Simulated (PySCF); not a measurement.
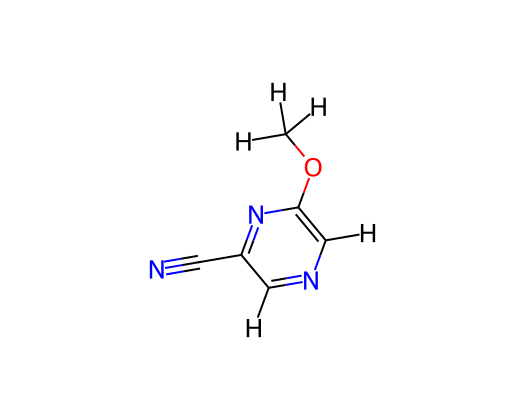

2D structure.

Write the SMILES.

COc1cncc(C#N)n1

Give the formula, hydrogens included.

C6H5N3O.

The parts below concern this one geometry. Atoms keep their numbers from picture to picture. Computed geometry: GFN2-xTB optimisation. No frequency run is at hand to confirm it as a minimum.

Shape

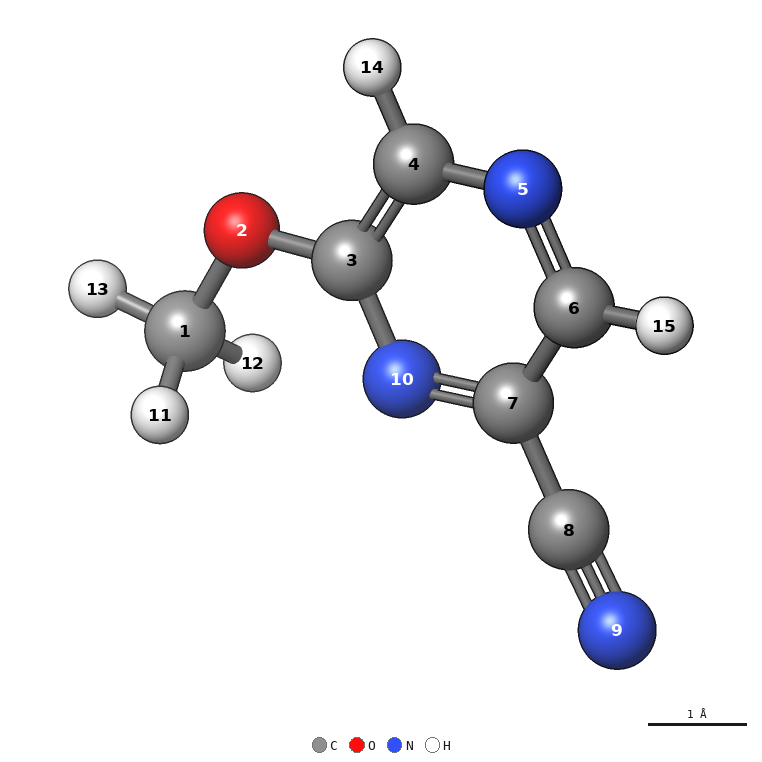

Atoms carry their numbers in the input. No frequency run is at hand to confirm it as a minimum.

Which atoms are bonded, and how long are the bonds?

```csv
bond,length (Å),order
C1–O2,1.419,single
C1–H11,1.092,single
C1–H12,1.092,single
C1–H13,1.087,single
O2–C3,1.330,single
C3–C4,1.413,aromatic
C3–N10,1.322,aromatic
C4–N5,1.311,aromatic
C4–H14,1.079,single
N5–C6,1.329,aromatic
C6–C7,1.392,aromatic
C6–H15,1.080,single
C7–C8,1.420,single
C7–N10,1.338,aromatic
C8–N9,1.145,triple
```

Dipole moment

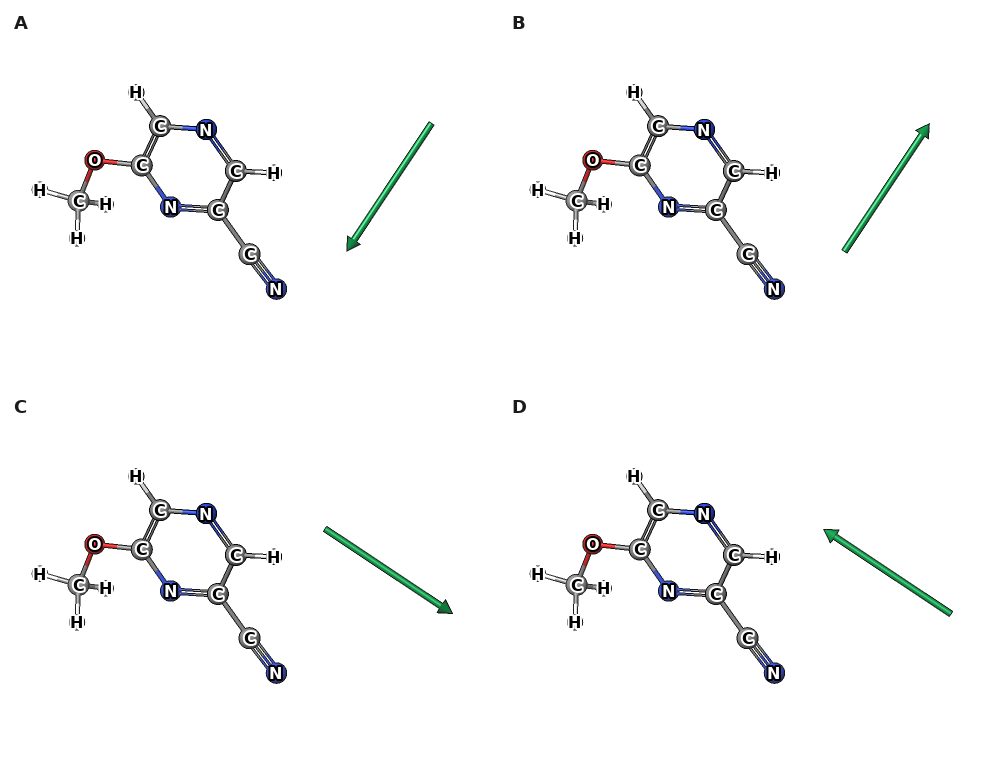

The same molecule four times, each with an arrow. No frequency run is at hand to confirm it as a minimum. Method: PBE0/def2-SVPD, gas phase (PySCF 2.14.0).

Which arrow points along the dipole moment, from the negative to the positive end?

D. The dipole moment is 3.70 D.

NMR shielding

The questions are on isotropic NMR shieldings of the N atoms. No frequency run is at hand to confirm it as a minimum. Method: GIAO PBE0/pcSseg-1 NMR shielding, non-relativistic, gas phase (PySCF 2.14.0).

List the isotropic NMR shieldings of the N atoms.

| atom | σ (ppm) |
| --- | --- |
| N5 | −120.3 |
| N9 | −54.6 |
| N10 | −51.9 |

Quadrupole coupling

No frequency run is at hand to confirm it as a minimum. Electric field gradients from the ground-state density, PBE0/pcSseg-1 (PySCF 2.14.0), non-relativistic apart from any core potentials.

Give the largest field-gradient component, the quadrupole coupling constant and the asymmetry for 17O at O2 (Q = −25.6 mb), 14N at N5 (Q = 20.44 mb), 14N at N9 (Q = 20.44 mb), 14N at N10 (Q = 20.44 mb).

| atom | V_zz (a.u.) | e²qQ/h (MHz) | η |
| --- | --- | --- | --- |
| O2 | 1.835 | −11.04 | 0.54 |
| N5 | −1.220 | −5.86 | 0.51 |
| N9 | −1.006 | −4.83 | 0.03 |
| N10 | −1.056 | −5.07 | 0.16 |

Excitation

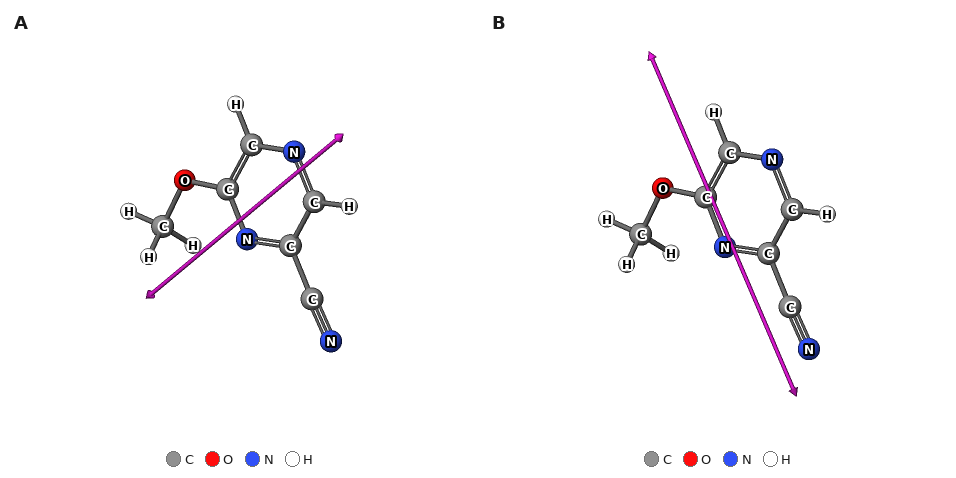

The double arrows show the directions of two transition dipoles from the ground state (lengths mean nothing). No frequency run is at hand to confirm it as a minimum. Properties computed with TDDFT PBE0/def2-SVPD, vertical, gas phase, core orbitals frozen in the response (PySCF 2.14.0).

One belongs to singlet state 2 and one to singlet state 5. Which is which?

A: state 5, 5.72 eV (217 nm), oscillator strength 0.17, mainly HOMO → LUMO+1 (weight 0.88).
B: state 2, 4.60 eV (270 nm), oscillator strength 0.15, mainly HOMO → LUMO (weight 0.93).
